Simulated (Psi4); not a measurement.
# GaPH4 (SMILES [PH2][GaH2]) at MP2/def2-SVPD

Aim: the vertical singlet–triplet gap of GaPH4 at MP2/def2-SVPD, from 2 runs. 

The calculation is run with Psi4 1.11.

2 further runs of the same task are left out: 2 set aside as unsound or not needed.

## (1) The system as given

GaPH4: 6 atoms, total charge 0, spin state singlet. As SMILES, `[PH2][GaH2]`. The shape comes from GFN2-xTB, which is rough for such elements, and wasn't checked as a minimum.

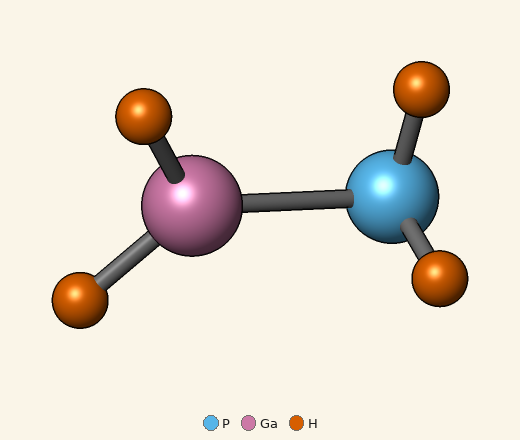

The structure, seen from a chosen angle (phosphorus blue, gallium pink, hydrogen orange).

## (2) A single-point energy at MP2/def2-SVPD

calc.py reads:

```python
import psi4

psi4.set_memory('1600 MB')
psi4.set_num_threads(1)
psi4.core.set_output_file('gah4p.out', False)

geom = psi4.geometry("""
0 1
P
Ga 1 2.330642
H 1 1.40446 2 89.89014
H 1 1.40345 3 91.48804 2 89.78758
H 2 1.598697 1 125.55342 4 -4.80835
H 2 1.592114 5 108.42979 4 -176.98905
symmetry c1
""")

psi4.set_options({
    'basis': 'def2-SVPD',
    'puream': True,
    'e_convergence': 1e-09,
    'd_convergence': 1e-08,
    'scf_type': 'pk',
    'num_frozen_docc': 14,
    'mp2_type': 'conv',
})

E = psi4.energy("mp2")
print(f'total energy {E:.8f} hartree = {E * 27.211386:.5f} eV')
```

The run is started by

```sh
$ python calc.py
```

gah4p.out:

```text
[...]
  Running in c1 symmetry.
[...]
  Nuclear repulsion =  155.081789229883015
[...]
  Multiplicity = 1
[...]
  Nalpha       = 25
  Nbeta        = 25
[...]
    Number of basis functions: 94
[...]
   @RHF iter   1: -2264.23999390593053   -2.80829e+00   2.51652e-02 ADIIS/DIIS
[...]
   @RHF iter  12: -2265.94630939143917   -2.81943e-11   9.70504e-09 DIIS
[...]
    Orbital Energies [Eh]
    ---------------------
    Doubly Occupied:
       1A   -378.798059     2A    -79.914706     3A    -48.166532
       4A    -42.508670     5A    -42.505277     6A    -42.505171
       7A     -7.483172     8A     -6.404135     9A     -5.381959
      10A     -5.381415    11A     -5.380772    12A     -4.503155
      13A     -4.495787    14A     -4.495248    15A     -1.213337
      16A     -1.209403    17A     -1.208601    18A     -1.204350
      19A     -1.201895    20A     -0.845259    21A     -0.574797
      22A     -0.526813    23A     -0.443271    24A     -0.407503
      25A     -0.363309
[...]
  @RHF Final Energy: -2265.94630939143917
   => Energetics <=
    Nuclear Repulsion Energy =            155.0817892298830145
    One-Electron Energy =               -3467.8110032779391076
    Two-Electron Energy =                1046.7829046566168927
    Total Energy =                      -2265.9463093914391720
[...]
 Multipole Moments:
 ------------------------------------------------------------------------------------
     Multipole            Electronic (a.u.)      Nuclear  (a.u.)        Total (a.u.)
 ------------------------------------------------------------------------------------
 L = 1.  Multiply by 2.5417464519 to convert [e a0] to [Debye]
 Dipole X            :          1.2271397           -1.3790970           -0.1519574
 Dipole Y            :         -1.1765011            1.3191119            0.1426108
 Dipole Z            :          3.0904401           -3.1490834           -0.0586432
 Magnitude           :                                                    0.2164900
[...]
	SCS-MP2 Total Energy (a.u.)        : -2266.29350444807278
	SOS-MP2 Total Energy (a.u.)        : -2266.28934680283419
	SCSN-MP2 Total Energy (a.u.)       : -2266.10758772231293
[...]
	SOS-PI-MP2 Total Energy (a.u.)     : -2266.31573429601849
[...]
	MP2 Total Energy (a.u.)            : -2266.30181973855088
[...]
```

On the terminal:

```text
total energy -2266.30181974 hartree = -61669.21361 eV
```

It took 3.3 s on 1 thread of AMD EPYC 9R45 (Zen 5), shared host; peak memory 0.51 GiB.

## (3) The triplet

gah4p.xyz reads:

```xyz
6
GaH4P
P     -0.669110    -1.333910     0.250930
Ga    -0.065680     0.909150     0.060020
H      0.593750    -1.624770     0.792310
H     -0.203860    -1.564710    -1.052890
H      0.702380     1.562830    -1.180390
H     -0.357480     2.051420     1.130020
```

gah4p_ase.py reads:

```python
import numpy as np
from ase.calculators.psi4 import Psi4
from ase.io import read

mol = read('gah4p.xyz')
calc = Psi4(atoms=mol, method='mp2', basis='def2-SVPD', memory='1600MB', num_threads=1, charge=0, multiplicity=3, label='gah4p', reference='uhf')
calc.psi4.set_options({'puream': True, 'e_convergence': 1e-09, 'd_convergence': 1e-08, 'scf_type': 'pk', 'num_frozen_docc': 14, 'mp2_type': 'conv', 'maxiter': 200})
mol.calc = calc

print(f'energy: {mol.get_potential_energy():.6f} eV')
```

The run is started by

```sh
$ python gah4p_ase.py
```

gah4p.dat:

```text
[...]
  Running in c1 symmetry.
[...]
  Nuclear repulsion =  155.081785204724724
[...]
  Multiplicity = 3
[...]
  Nalpha       = 26
  Nbeta        = 24
[...]
    Number of basis functions: 94
[...]
   @UHF iter   1: -2263.94040453981916   -2.50870e+00   2.55061e-02 DIIS/ADIIS
[...]
   @UHF iter  24: -2265.79959183891970   -5.45697e-12   7.23653e-09 DIIS
[...]
   @S^2 Observed:                2.030795442E+00
[...]
    Orbital Energies [Eh]
    ---------------------
    Alpha Occupied:
       1A   -378.769429     2A    -80.020908     3A    -48.137439
       4A    -42.479430     5A    -42.477829     6A    -42.476117
       7A     -7.587665     8A     -6.375878     9A     -5.496463
      10A     -5.483688    11A     -5.481858    12A     -4.473077
      13A     -4.471547    14A     -4.465864    15A     -1.184297
      16A     -1.180452    17A     -1.179508    18A     -1.174284
      19A     -1.173701    20A     -0.942569    21A     -0.601417
      22A     -0.596821    23A     -0.522297    24A     -0.453277
      25A     -0.385793    26A     -0.197239
    Alpha Virtual:
[...]
  @UHF Final Energy: -2265.79959183891970
   => Energetics <=
    Nuclear Repulsion Energy =            155.0817852047247243
    One-Electron Energy =               -3467.1173205355103164
    Two-Electron Energy =                1046.2359434918657826
    Total Energy =                      -2265.7995918389196959
  UHF NO Occupations:
  HONO-2 :   24  A 1.9898434
  HONO-1 :   25  A 1.0000000
[...]
 Multipole Moments:
 ------------------------------------------------------------------------------------
     Multipole            Electronic (a.u.)      Nuclear  (a.u.)        Total (a.u.)
 ------------------------------------------------------------------------------------
 L = 1.  Multiply by 2.5417464519 to convert [e a0] to [Debye]
 Dipole X            :         -1.1924140            0.8583624           -0.3340516
 Dipole Y            :          1.4238278           -3.5455803           -2.1217525
 Dipole Z            :          0.5348622           -0.5007641            0.0340981
 Magnitude           :                                                    2.1481589
[...]
	SCS-MP2 Total Energy (a.u.)        : -2266.13034137640034
	SOS-MP2 Total Energy (a.u.)        : -2266.09998164035460
	SCSN-MP2 Total Energy (a.u.)       : -2265.95989124524112
[...]
	SOS-PI-MP2 Total Energy (a.u.)     : -2266.15004660726072
[...]
	MP2 Total Energy (a.u.)            : -2266.14099588158615
[...]
```

The script printed:

```text
energy: -61664.837425 eV
```

Run time: 4.5 s. Hardware: 1 thread of AMD EPYC 9R45 (Zen 5), shared host; peak memory 0.52 GiB.

## (4) What came out

At MP2/def2-SVPD, 14 core orbitals frozen:

```
                                                           quantity           value
                                              singlet: total energy  -2266.30182 Eh
                       singlet: HOMO energy (Hartree–Fock orbitals)        -9.89 eV
                       singlet: LUMO energy (Hartree–Fock orbitals)         0.99 eV
                     singlet: HOMO–LUMO gap (Hartree–Fock orbitals)        10.88 eV
              singlet: correlation energy (14 core orbitals frozen)      -355.5 mEh
                                              triplet: total energy  -2266.14100 Eh
triplet: HOMO energy (Hartree–Fock orbitals) (highest over α and β)        -5.37 eV
 triplet: LUMO energy (Hartree–Fock orbitals) (lowest over α and β)        -2.28 eV
              triplet: correlation energy (14 core orbitals frozen)      -341.4 mEh
                         triplet: ⟨S²⟩ of the reference determinant           2.031
                   vertical energy of the triplet above the singlet        4.376 eV
```

In words: At this shape the triplet lies 4.38 eV (422 kJ/mol) above the singlet.
